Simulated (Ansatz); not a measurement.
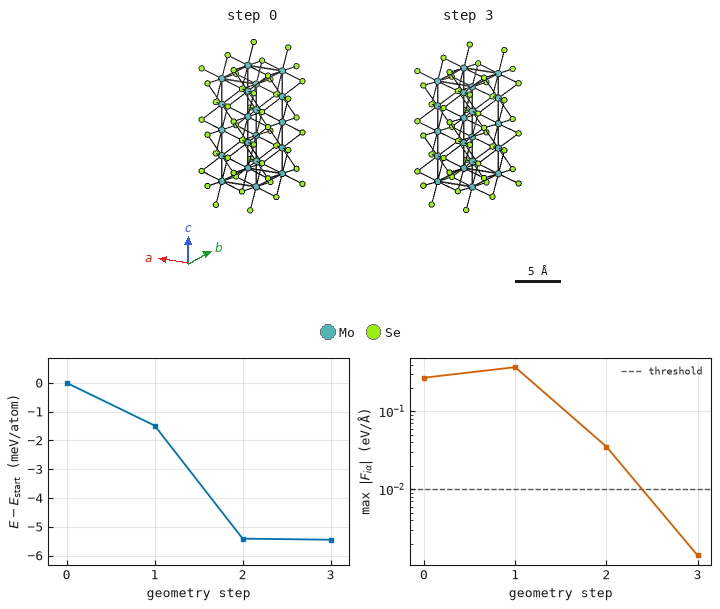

First and last geometry of a relaxation of solid MoSe (built on the nickel arsenide type), with the history of the run. A ball-and-stick model of the cell of the calculation, seen from a free direction.

Case: antiferromagnetic, doubled cell, propagation vector (0, 0, 1/2).

Theory: DFT PBE+U, scalar-relativistic, plane waves, PAW in Ansatz 0.2.0.

The input:
```yaml
crystal:
  lattice:
    - [4.021008188, 0.0, 0.0]
    - [-2.010504094, 3.4822952396, 0.0]
    - [0.0, 0.0, 13.6315453328]
  atoms:
    - { symbol: Mo, position: [0.0, 1.0, 0.0], spin: 2.0 }
    - { symbol: Mo, position: [0.0, 0.0, 0.25], spin: 2.0 }
    - { symbol: Se, position: [0.3333333333, 0.6666666667, 0.125] }
    - { symbol: Se, position: [0.6666666667, 0.3333333333, 0.375] }
    - { symbol: Mo, position: [0.0, 1.0, 0.5], spin: -2.0 }
    - { symbol: Mo, position: [0.0, 0.0, 0.75], spin: -2.0 }
    - { symbol: Se, position: [0.3333333333, 0.6666666667, 0.625] }
    - { symbol: Se, position: [0.6666666667, 0.3333333333, 0.875] }
basis:
  ecutwfc: 420
kpoints:
  mp_grid: { grid: [12, 12, 3] }
hamiltonian:
  xc: pbe
  hubbard: { sites: [{ species: Mo, l: d, u_eff: 4.38 }] }
scf:
  occupations: { method: gaussian, width: 0.1 }
output:
  forces: true
  stress: true
  eigenvalues: true
  populations: true
magnetization:
  spin_polarized: true
relax:
  adjacent_minimum: "off"
  f_tol: 0.01
  max_steps: 60
  cell: { stress_tol: 0.05 }
```

Launched with:
```bash
ansatz run input.yaml --threads 1 --pin off --max-ram 2560MiB --backend cpu --events-out ev --progress --plain --runs-dir out
```

Q: What do the curves and the structures tell?

A: The run was cut off at its time limit before the program reported convergence, but its last step already meets the force threshold: the largest component is 0.0014 eV/Å against 0.01 eV/Å. The pressure is within 0.01 GPa of its target. The largest moves relative to the cell, 0.034 Å, are those of Mo1, Mo2, Mo5 and Mo6. Mo5 goes along −c. Se stays in place. The volume changes by −1.5 %, with a = b 4.021 → 4.040 Å (+0.5 %), c 13.632 → 13.303 Å (−2.4 %). Among the contacts that change: Mo1–Se8 2.880 → 2.845 Å, Mo1–Se3 2.880 → 2.884 Å. Bond angles that change, for instance: Mo2–Se4–Mo5 72.6° → 69.9°. The space group (tolerance 0.01 Å) goes from P6_3/mmc (No. 194) to P-6m2 (No. 187). After 3 geometry steps the energy has fallen by 5.5 meV per atom. The largest force component goes from 0.27 to 0.0014 eV/Å. Pressure: −0.97 GPa at the start and −0.01 GPa at the end. Cost: 9 min on 1 thread of Intel(R) Xeon(R) Processor @ 2.50GHz (Skylake/Cascade Lake), on a shared host, peak memory 1.1 GiB.

```
step  E − E(0), meV/atom  largest force component, eV/Å  pressure, GPa  volume, Å³/atom
   0                0.00                         0.2706          -0.97           23.859
   1               -1.48                         0.3697           0.79           23.209
   2               -5.41                         0.0352           0.05           23.492
   3               -5.45                         0.0014          -0.01           23.507
```
